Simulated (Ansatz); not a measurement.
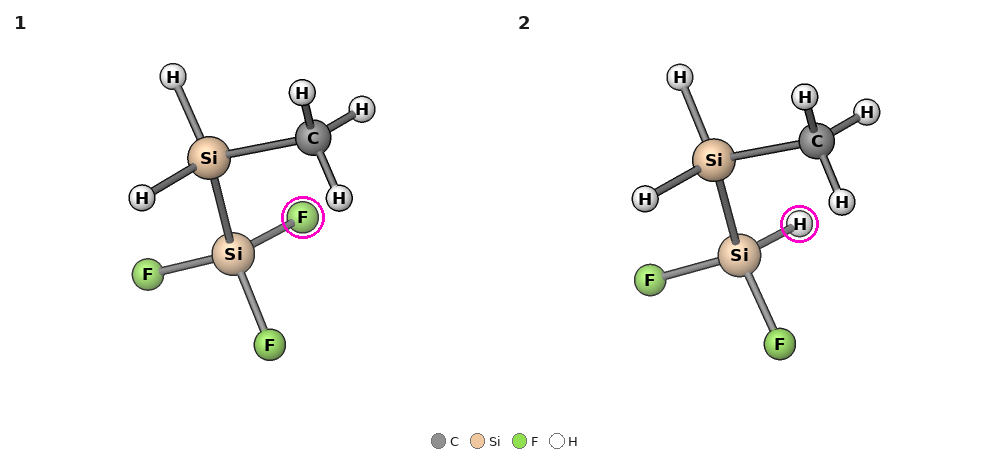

2 molecules with one skeleton, seen from the same side and at one scale; the atom that differs is circled. Each species is neutral and a spin singlet. Computed geometries: PBE0-D4/def2-TZVP optimisations, one conformation each. Properties computed with Ansatz 0.2.0.

One atom differs, called X below: F in panel 1, H in panel 2. Their formulas are CH5F3Si2 (`C[SiH2][Si](F)(F)F`), CH6F2Si2 (`C[SiH2][SiH](F)F`).

> In which is the length of X–Si larger (PBE0-D4/def2-TZVP)?

In panel 1 (X = F).

> In which is the HOMO–LUMO gap larger (B3LYP-D4/def2-TZVPP)?

In panel 1 (X = F).

Give the values. With PBE0-D4/def2-TZVP: length of X–Si (Å), angle Si–Si–X (°). With B3LYP-D4/def2-TZVPP: dipole moment (D), HOMO energy (Kohn–Sham orbital) (eV), HOMO–LUMO gap (eV).

```csv
quantity,1 (F),2 (H),2 − 1
length of X–Si (Å),1.585,1.485,−0.100
angle Si–Si–X (°),111.8,116.2,+4.4
dipole moment (D),2.77,2.42,−0.35
HOMO energy (Kohn–Sham orbital) (eV),−8.77,−8.06,+0.71
HOMO–LUMO gap (eV),8.20,7.39,−0.81
```
